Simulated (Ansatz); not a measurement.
| atom | x (Å) | y (Å) | z (Å) |
| --- | --- | --- | --- |
| C | -0.1674 | -0.5320 | 1.4483 |
| C | 0.4487 | -0.2121 | 0.1011 |
| C | 1.2875 | -1.3502 | -0.4366 |
| O | -0.5758 | 0.0523 | -0.8571 |
| Ge | -1.2122 | 1.6731 | -1.0665 |
| F | -2.1668 | 2.0780 | 0.3341 |
| H | 0.6107 | -0.7415 | 2.1864 |
| H | -0.8112 | -1.4109 | 1.3637 |
| H | -0.7730 | 0.3010 | 1.8104 |
| H | 1.0895 | 0.6781 | 0.2053 |
| H | 0.6669 | -2.2400 | -0.5684 |
| H | 2.0977 | -1.5920 | 0.2550 |
| H | 1.7211 | -1.0879 | -1.4032 |
| H | -2.1624 | 1.6273 | -2.2608 |
| H | -0.0752 | 2.7056 | -1.0824 |

Geometry: PBE0-D4/def2-TZVP.

All numbers below come from RKS PBE0-D4/def2-TZVPP in Ansatz 0.2.0.

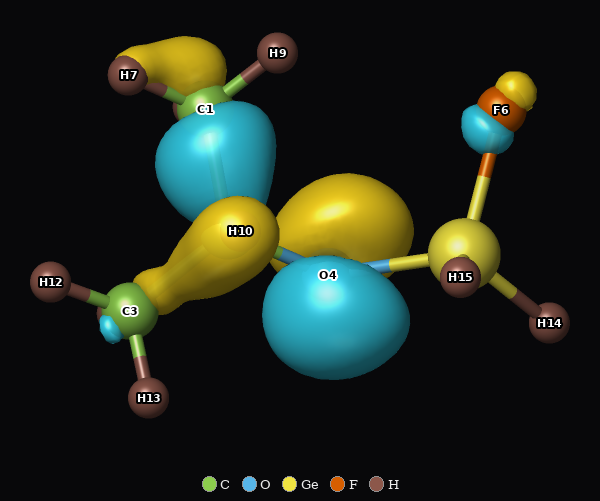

C$_{3}$H$_{9}$FGeO (SMILES CC(C)[O][GeH2][F]). The HOMO at ±0.15 Å⁻³ᐟ² (yellow and cyan are the two phases), seen across its widest extent.

What is the character of this orbital?

Answer. It lies mainly on O4 (about 50 %), C2 (about 10 %), C1 (about 10 %) and Ge5 (about 5 %). Its energy is −8.25 eV.
